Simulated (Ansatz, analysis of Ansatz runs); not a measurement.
**Li5NbO5 (C2/m), nudged elastic band: H transfer from O to O (q = +1)**

How high is the barrier when H changes place in Li5NbO5 (C2/m)? The case: H transfer from O to O, charge +1, in a cell of 176 host atoms with 1 H put in.

Main program and level: Ansatz 0.2.0; plane-wave PAW DFT, PBEsol; nudged elastic band between two relaxed defect structures at fixed charge in a uniform background.

## (1) The structure

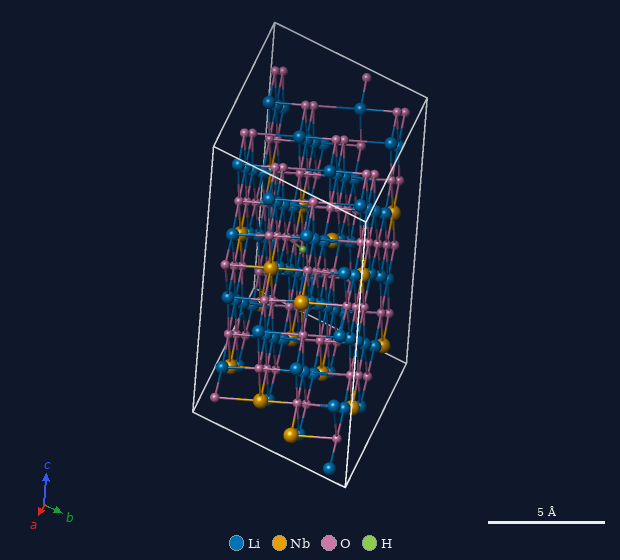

The cell as given, slightly off an axis (lithium blue, niobium orange, oxygen pink, hydrogen green).

The cell holds 177 atoms: 80 Li, 16 Nb, 80 O and 1 H. Cell: a = 19.297 Å, b = 12.544 Å, c = 11.553 Å, α = 104.3°, β = 108.7°, γ = 39.7°. It derives from Li5NbO5 (space group C2/m). Nearest the centre at fractional (0.398, 0.625, 0.421): H177 at 0.42 Å, O165 at 1.41 Å, Nb68 at 1.41 Å, O31 at 1.41 Å, Li20 at 1.70 Å, O44 at 2.42 Å, O71 at 2.43 Å, Li6 at 2.48 Å. The cell carries charge +1.

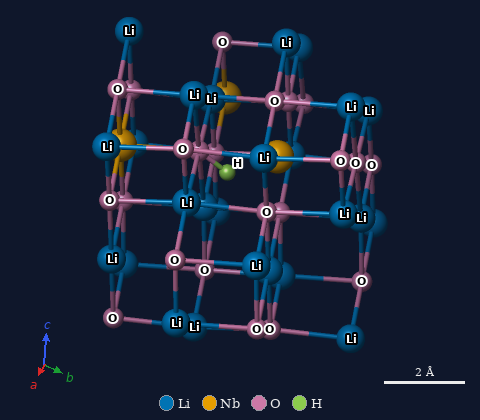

The atoms within 5 Å of the centre.

The cell's shortest repeat is 11.6 Å.

## (2) Relaxation of the start point, charge +1

A barrier is counted from a minimum, so both ends are relaxed first. Small random displacements break the symmetry of the ideal sites, so that the defect can distort if it gains by it. The charge of +1 is set by the electron count, and a uniform background keeps the cell neutral.

qp1_c176k1s.start/input.yaml

```yaml
crystal:
  lattice:
    - [19.29708755, 0.0, 0.01338558]
    - [9.64854378, 8.01591864, 0.00669279]
    - [-3.7205883, 0.0, 10.93780668]
  atoms:
    - { symbol: Li, position: [0.10558637, 0.5, 0.17163026] }
    - { symbol: Li, position: [0.23058637, 0.75, 0.17163026] }
[... 1 atom line left out ...]
    - { symbol: Li, position: [0.48058637, 0.25, 0.17163026] }
[... 1 atom line left out ...]
    - { symbol: Li, position: [0.2202938, 0.75, 0.43105463] }
    - { symbol: Li, position: [0.3452938, 0.0, 0.43105463] }
    - { symbol: Li, position: [0.4702938, 0.25, 0.43105463] }
[... 2 atom lines left out ...]
    - { symbol: Li, position: [0.25, 0.5, 0.25] }
    - { symbol: Li, position: [0.375, 0.75, 0.25] }
[... 3 atom lines left out ...]
    - { symbol: Li, position: [0.4047062, 0.5, 0.06894537] }
[... 1 atom line left out ...]
    - { symbol: Li, position: [0.14441363, 0.0, 0.32836974] }
[... 1 atom line left out ...]
    - { symbol: Li, position: [0.39441363, 0.5, 0.32836974] }
[... 6 atom lines left out ...]
    - { symbol: O, position: [0.30180537, 0.75, 0.08691874] }
[... 3 atom lines left out ...]
    - { symbol: O, position: [0.29617347, 0.75, 0.34089219] }
[... 5 atom lines left out ...]
    - { symbol: O, position: [0.07882653, 0.0, 0.15910781] }
[... 1 atom line left out ...]
    - { symbol: O, position: [0.32882653, 0.5, 0.15910781] }
    - { symbol: O, position: [0.45382653, 0.75, 0.15910781] }
    - { symbol: O, position: [0.07319463, 0.0, 0.41308126] }
[... 1 atom line left out ...]
    - { symbol: O, position: [0.32319463, 0.5, 0.41308126] }
    - { symbol: O, position: [0.44819463, 0.75, 0.41308126] }
[... 1 atom line left out ...]
    - { symbol: Li, position: [0.23058637, 0.75, 0.67163026] }
    - { symbol: Li, position: [0.35558637, 0.0, 0.67163026] }
[... 8 atom lines left out ...]
    - { symbol: Li, position: [0.375, 0.75, 0.75] }
[... 1 atom line left out ...]
    - { symbol: Li, position: [0.1547062, 0.0, 0.56894537] }
[... 1 atom line left out ...]
    - { symbol: Li, position: [0.4047062, 0.5, 0.56894537] }
[... 6 atom lines left out ...]
    - { symbol: Nb, position: [0.25, 0.5, 0.5] }
    - { symbol: Nb, position: [0.375, 0.75, 0.5] }
[... 2 atom lines left out ...]
    - { symbol: O, position: [0.30180537, 0.75, 0.58691874] }
[... 6 atom lines left out ...]
    - { symbol: O, position: [0.125, 0.75, 0.5] }
    - { symbol: O, position: [0.25, 0.0, 0.5] }
[... 3 atom lines left out ...]
    - { symbol: O, position: [0.32882653, 0.5, 0.65910781] }
    - { symbol: O, position: [0.45382653, 0.75, 0.65910781] }
[... 8 atom lines left out ...]
    - { symbol: Li, position: [0.5952938, 0.5, 0.43105463] }
[... 4 atom lines left out ...]
    - { symbol: Li, position: [0.625, 0.25, 0.25] }
[... 6 atom lines left out ...]
    - { symbol: Li, position: [0.51941363, 0.75, 0.32836974] }
[... 11 atom lines left out ...]
    - { symbol: O, position: [0.54617347, 0.25, 0.34089219] }
    - { symbol: O, position: [0.67117347, 0.5, 0.34089219] }
[... 11 atom lines left out ...]
    - { symbol: O, position: [0.69819463, 0.25, 0.41308126] }
[... 2 atom lines left out ...]
    - { symbol: Li, position: [0.60558637, 0.5, 0.67163026] }
[... 11 atom lines left out ...]
    - { symbol: Li, position: [0.5297062, 0.75, 0.56894537] }
[... 1 atom line left out ...]
    - { symbol: Li, position: [0.7797062, 0.25, 0.56894537] }
[... 6 atom lines left out ...]
    - { symbol: Nb, position: [0.625, 0.25, 0.5] }
[... 2 atom lines left out ...]
    - { symbol: O, position: [0.55180537, 0.25, 0.58691874] }
    - { symbol: O, position: [0.67680537, 0.5, 0.58691874] }
[... 6 atom lines left out ...]
    - { symbol: O, position: [0.5, 0.5, 0.5] }
[... 4 atom lines left out ...]
    - { symbol: O, position: [0.70382653, 0.25, 0.65910781] }
[... 6 atom lines left out ...]
    - { symbol: H, position: [0.428618, 0.587495, 0.444442] }
total_charge: 1
basis:
  ecutwfc: 420
  xc_grid: 2
hamiltonian:
  xc: pbesol
kpoints:
  mp_grid: { grid: [1, 1, 1], shift: [0.25, 0.25, 0.25] }
scf:
  occupations: { method: fixed }
  max_iter: 120
output:
  forces: true
relax:
  f_tol: 0.02
  max_steps: 70
  random_displacement: { amplitude: 0.03, seed: 6603 }
```

Launch:

```console
ansatz run input.yaml --threads 32 --pin off --max-ram 84787MiB --backend cuda --events-out ev --progress --plain --runs-dir out --max-vram 78GiB
```

What it wrote:

```text
[... repeated set-up lines and file paths are left out, and long positions are rounded to six places ...]
[...]
Engine: ansatz 0.2.0, aarch64-unknown-linux-gnu
[...]
Pseudopotential: Li, paw, valence charge 3, recommended cutoff 420 eV (normal), Li.paw.azcp
Pseudopotential: Nb, paw, valence charge 13, recommended cutoff 420 eV (normal), Nb.paw.azcp
Pseudopotential: O, paw, valence charge 6, recommended cutoff 420 eV (normal), O.paw.azcp
Pseudopotential: H, paw, valence charge 1, recommended cutoff 420 eV (normal), H.paw.azcp
Functional definition: PBEsol
[...]
Crystal: 177 atoms, lattice volume = 1692.302 Å³
Basis set: ecut = 420 eV, 33035 PW (Γ), exchange–correlation on 270×180×160 points (8 copies of the dense FFT grid, shifted against one another)
[...]
automatic band count: iteration 1 solves 611 bands in place of 641: the levels show a gap, and the empty bands left out lie too high to hold charge; the band table lists the bands solved (type scf.n_e [...]
[...]
SCF 7 converged in 5 iterations: F = -133259.935205 eV  dr2 = 1.23e-5
[...]
relax step   8: F+E_penalty+E_count = -133259.94624064 eV  Δ(F+E_penalty+E_count) = -1.104e-2 eV  max|allowed force component| = 2.795e-1 eV/Å  Δτ_max = 0.1237 Å  (7 SCF iters, dr2 threshold 3.94e-6 e [...]
[... the SCF cycles and remarks between the steps are left out from here to the last step ...]
relax step  11: F+E_penalty+E_count = -133259.95720191 eV  Δ(F+E_penalty+E_count) = -6.560e-3 eV  max|allowed force component| = 1.116e-1 eV/Å  Δτ_max = 0.1000 Å  (9 SCF iters, accepted)
[...]
relax step  14: F+E_penalty+E_count = -133259.96024949 eV  Δ(F+E_penalty+E_count) = -2.636e-4 eV  max|allowed force component| = 1.462e-1 eV/Å  Δτ_max = 0.0231 Å  (4 SCF iters, dr2 threshold 1.47e-5 e [...]
[...]
SCF 16 converged in 7 iterations: F = -133259.960873 eV  dr2 = 1.27e-8
[...]
```

Run time: 21 s. Hardware: 1 × NVIDIA GB200 with 32 threads of Arm Neoverse V2, shared host; peak memory 1.6 GiB; 96 s of CPU time.

Relaxation path:

| step | energy less that of the first step (eV) | largest force component (eV/Å) |
| --- | --- | --- |
| 1 | 0.0000 | 12.8051 |
| 5 | -4.4751 | 0.5215 |
| 9 | -4.5332 | 0.0672 |
| 13 | -4.5425 | 0.1359 |
| 16 | -4.5434 | 0.0140 |

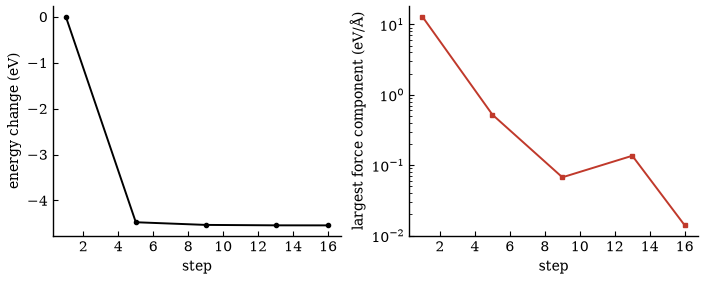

Energy and largest force along the relaxation.

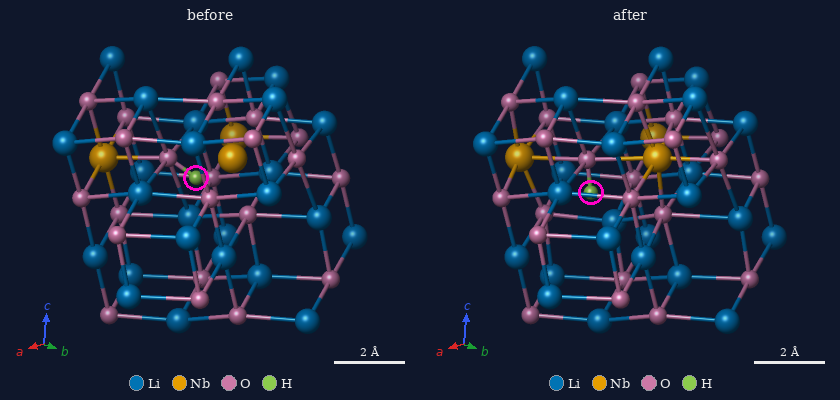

Before and after: the atoms that start within 5 Å of the centre. H177, which moves most, is ringed if it is among them.

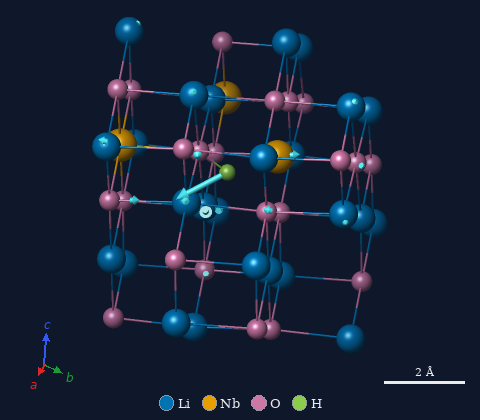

Displacements in the relaxation from the typed sites near the centre, exaggerated; the longest in the cell stands for 0.85 Å.

The atoms that moved most (Å, from the sites as typed, ahead of the random displacement):

| atom | dx | dy | dz | length |
| --- | --- | --- | --- | --- |
| H177 | 0.301 | -0.696 | -0.373 | 0.845 |
| Li20 | -0.222 | 0.002 | -0.145 | 0.265 |
| Nb68 | 0.018 | 0.155 | 0.034 | 0.160 |
| O117 | 0.039 | 0.149 | 0.031 | 0.157 |
| Nb154 | 0.019 | -0.147 | 0.034 | 0.152 |
| O31 | 0.039 | -0.142 | 0.030 | 0.151 |
| O165 | 0.124 | 0.004 | -0.012 | 0.124 |
| Li11 | -0.110 | 0.003 | -0.018 | 0.111 |

Neighbours of H177 at the end:

| atom | distance (Å) |
| --- | --- |
| O165 | 0.981 |
| Li20 | 1.906 |
| O31 | 2.174 |
| O117 | 2.177 |
| Li93 | 2.216 |
| Nb68 | 2.381 |
| Nb154 | 2.383 |
| O44 | 2.690 |
| O130 | 2.694 |
| Li60 | 2.732 |

Numbers from this step:

| Quantity | Value |
| --- | --- |
| free energy | -133259.9609 eV |
| r.m.s. move of the farther half of the atoms | 0.02041 Å |
| largest move from the ideal geometry of this structure, a common shift of the far atoms taken out | 0.8512 Å |

The relaxation gained 4.543 eV and ended with a largest force component of 0.014 eV/Å.

## (3) Relaxation of the end point, charge +1

The end point is relaxed in the same cell and settings, so that the two energies compare. Atoms more than 3.2 Å from the middle of the hop start where the first relaxation left them, the nearer ones on or close to their ideal places, with small random displacements.

qp1_c176k1s.end/input.yaml

```yaml
crystal:
  lattice:
    - [19.29708755, 0.0, 0.01338558]
    - [9.64854378, 8.01591864, 0.00669279]
    - [-3.7205883, 0.0, 10.93780668]
  atoms:
    - { symbol: Li, position: [0.10343054, 0.4998146, 0.16892806] }
    - { symbol: Li, position: [0.23058637, 0.75, 0.17163026] }
[... 3 atom lines left out ...]
    - { symbol: Li, position: [0.2202938, 0.75, 0.43105463] }
[... 5 atom lines left out ...]
    - { symbol: Li, position: [0.375, 0.75, 0.25] }
[... 7 atom lines left out ...]
    - { symbol: Li, position: [0.39441363, 0.5, 0.32836974] }
[... 10 atom lines left out ...]
    - { symbol: O, position: [0.29617347, 0.75, 0.34089219] }
[... 11 atom lines left out ...]
    - { symbol: O, position: [0.32319463, 0.5, 0.41308126] }
    - { symbol: O, position: [0.44819463, 0.75, 0.41308126] }
[... 15 atom lines left out ...]
    - { symbol: Li, position: [0.4047062, 0.5, 0.56894537] }
[... 7 atom lines left out ...]
    - { symbol: Nb, position: [0.375, 0.75, 0.5] }
[... 2 atom lines left out ...]
    - { symbol: O, position: [0.30180537, 0.75, 0.58691874] }
[... 21 atom lines left out ...]
    - { symbol: Li, position: [0.5952938, 0.5, 0.43105463] }
[... 71 atom lines left out ...]
    - { symbol: O, position: [0.5, 0.5, 0.5] }
[... 11 atom lines left out ...]
    - { symbol: H, position: [0.367421, 0.662505, 0.396812] }
total_charge: 1
basis:
  ecutwfc: 420
  xc_grid: 2
hamiltonian:
  xc: pbesol
kpoints:
  mp_grid: { grid: [1, 1, 1], shift: [0.25, 0.25, 0.25] }
scf:
  occupations: { method: fixed }
  max_iter: 120
output:
  forces: true
relax:
  f_tol: 0.02
  max_steps: 70
  random_displacement: { amplitude: 0.01, seed: 6603 }
```

What it wrote:

```text
[...]
Crystal: 177 atoms, lattice volume = 1692.302 Å³
Basis set: ecut = 420 eV, 33035 PW (Γ), exchange–correlation on 270×180×160 points (8 copies of the dense FFT grid, shifted against one another)
[...]
SCF 1 converged in 9 iterations: F = -133256.440513 eV  dr2 = 6.02e-6
[...]
relax step   1: F+E_penalty+E_count = -133256.44051312 eV  Δ(F+E_penalty+E_count) = +0.000e0 eV  max|allowed force component| = 1.219e1 eV/Å  Δτ_max = 0.0000 Å  (9 SCF iters, dr2 threshold 1.00e-5 eV, [...]
[...]
relax step   8: F+E_penalty+E_count = -133260.32493782 eV  Δ(F+E_penalty+E_count) = -5.484e-2 eV  max|allowed force component| = 3.874e-1 eV/Å  Δτ_max = 0.2000 Å  (5 SCF iters, dr2 threshold 1.00e-4 e [...]
[...]
relax step  20: F+E_penalty+E_count = -133260.54531261 eV  Δ(F+E_penalty+E_count) = -6.701e-4 eV  max|allowed force component| = 8.959e-3 eV/Å  Δτ_max = 0.0201 Å  (7 SCF iters, accepted)
[...]
```

Elapsed: 27 s, on 1 × NVIDIA GB200 with 32 threads; peak memory 1.7 GiB.

The steps of the relaxation:

| step | energy less that of the first step (eV) | largest force component (eV/Å) |
| --- | --- | --- |
| 1 | 0.0000 | 12.1882 |
| 5 | -3.7505 | 0.2826 |
| 9 | -3.9253 | 0.9301 |
| 13 | -4.0628 | 1.0288 |
| 17 | -4.1031 | 0.0616 |
| 20 | -4.1048 | 0.0090 |

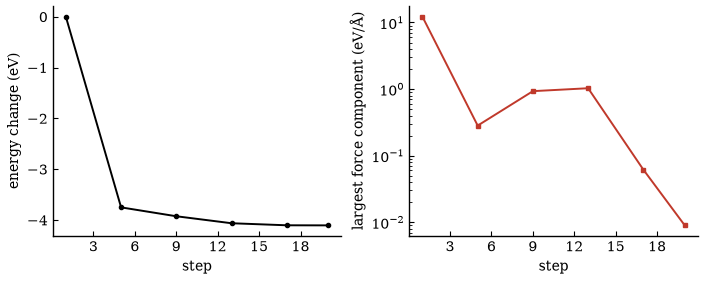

Energy and largest force along the relaxation.

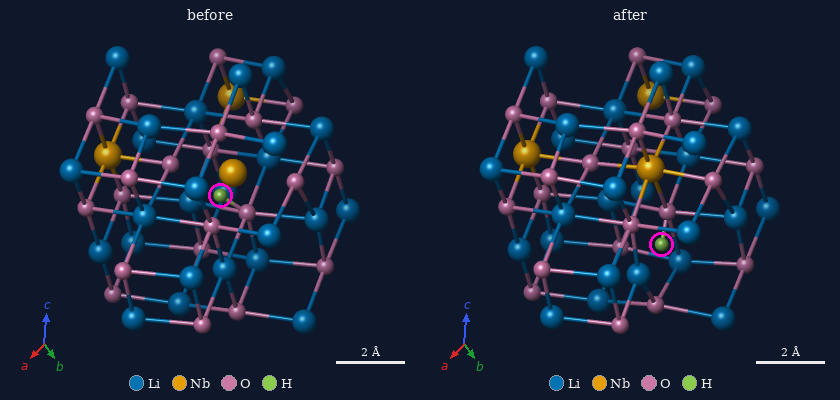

Before and after: the atoms that start within 5 Å of the centre. H177, which moves most, is ringed if it is among them.

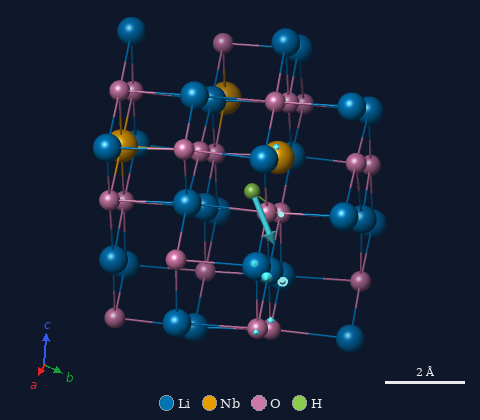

Displacements in the relaxation from the typed sites near the centre, scaled; the longest in the cell stands for 1.66 Å.

The atoms that moved most (Å, from the sites as typed, ahead of the random displacement):

| atom | dx | dy | dz | length |
| --- | --- | --- | --- | --- |
| H177 | 0.093 | 0.689 | -1.507 | 1.660 |
| Li12 | 0.420 | 0.005 | -0.046 | 0.423 |
| Li2 | -0.292 | -0.002 | -0.221 | 0.367 |
| O27 | 0.040 | 0.006 | 0.190 | 0.194 |
| Nb68 | 0.072 | -0.008 | 0.136 | 0.154 |
| Li105 | 0.116 | -0.002 | 0.059 | 0.130 |
| O31 | -0.104 | -0.004 | -0.050 | 0.115 |
| O40 | 0.111 | -0.001 | -0.016 | 0.112 |

Neighbours of H177 at the end:

| atom | distance (Å) |
| --- | --- |
| O31 | 0.992 |
| Li2 | 1.787 |
| O27 | 1.822 |
| Li12 | 1.869 |
| Li20 | 2.359 |
| Li18 | 2.371 |
| O39 | 2.749 |
| O37 | 2.762 |
| O44 | 2.792 |

Numbers from this step:

```
free energy                                                                                       : -133260.5453 eV
r.m.s. move of the farther half of the atoms                                                      : 0.01362 Å
largest move from the ideal geometry of this structure, a common shift of the far atoms taken out : 1.669 Å
```

The relaxation gained 4.105 eV and ended with a largest force component of 0.0090 eV/Å. The end lies 0.584 eV below the start.

[end of part 1 of 2]

[Logs are printed without paths, hosts, clocks, repeated set-up lines and the standing remarks that a program may print on its own settings, such as how far it seeks lower states.]

[Hosts, paths, dates, database ids (printed as entryN), source tags and the programs' standing remarks are cut or masked in the printed files.]
